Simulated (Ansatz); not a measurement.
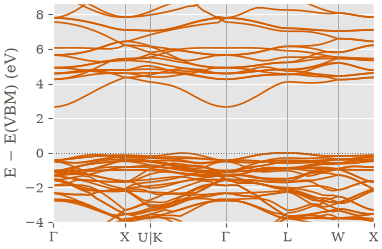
Fig. 1. Band structure from r²SCAN in the plane-wave PAW code Ansatz

Q: Read off the gap and where the band edges lie.

A: About 2.6 eV (2.65 eV by a search for the band edges); maximum at L, minimum at Γ.

Q: Which of these materials gives this?
A. Ta2Cd2O7, Fd-3m (Ta on 16c, Cd on 16d, O on 48f, O on 8b)
B. Ba2InOsO6, Fm-3m (Ba on 8c, In on 4b, Os on 4a, O on 24e)
C. CdS, zinc blende
D. TbO2, fluorite

A: A, Ta2Cd2O7, Fd-3m (Ta on 16c, Cd on 16d, O on 48f, O on 8b)

The workflow started from a Materials Project entry (that database holds measured and hypothetical structures alike); the Crystallography Open Database files this formula in space group No. 227, but the cells were not matched. Whether it is the stable phase at ambient conditions was not checked. The cell was relaxed with r²SCAN under the symmetry of its start; whether a distortion lowers the energy is not shown. The run is not spin-polarised. Spin–orbit coupling is left out wherever it is not named.

Potentials: the later of the program's two PAW sets.
